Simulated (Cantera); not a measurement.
Feed: 1 mol trisilylamine, 1.9 mol NH3, 69 mol N2, equilibrated at 0.540 bar.

These are equilibrium values from Cantera (NASA tables, ideal gas, pure condensed phases), not measurements of a reactor. Candidate condensed phases: Si, Si3N4; 18 gas species. The feed counts by its element totals alone. The tables' values for SiN are old estimates; treat these amounts as uncertain. Gases not in the tables: Si2H6 and higher silanes. Kinetics and transport are ignored.

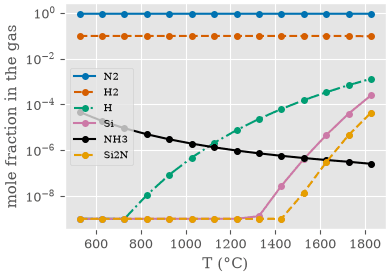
Fig. 1. Equilibrium gas composition (values under 1e-9 drawn at 1e-9)

From 527 °C to 1727 °C the condensed part is Si3N4(s). At 1827 °C the condensed part is Si(l).
